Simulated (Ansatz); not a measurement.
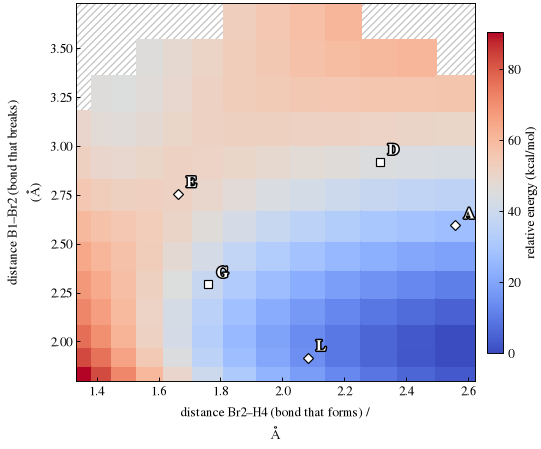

The reacting system CH₅BBrN (fragments CH₅BBrN where the first distance is long, CH₄BN + BrH where the second is long). 
- First axis: distance Br2–H4 (bond that forms). Second axis: distance B1–Br2 (bond that breaks).
- Relaxed at each point: all other coordinates.
- The scan uses a 13 × 13 grid. At 14 points there is no value.
- Points are written as (first, second).
- Energies are in kcal/mol, from the lowest grid point.
- The reference is spin-restricted, so regions where a bond is pulled apart into radicals lie too high.
- Method: Ansatz, RKS PBE-D4/def2-SVP.

In the figure: one coloured cell a grid point, hatched blanks where no value was computed, lettered points.

### Is G the lowest point of the computed grid?

No. G lies 38 kcal/mol above the lowest grid point, which is at (2.559 Å, 1.917 Å).

### Rank the lettered points by energy, lowest first.

L (14 kcal/mol), A (27 kcal/mol), G (38 kcal/mol), D (45 kcal/mol), E (52 kcal/mol).
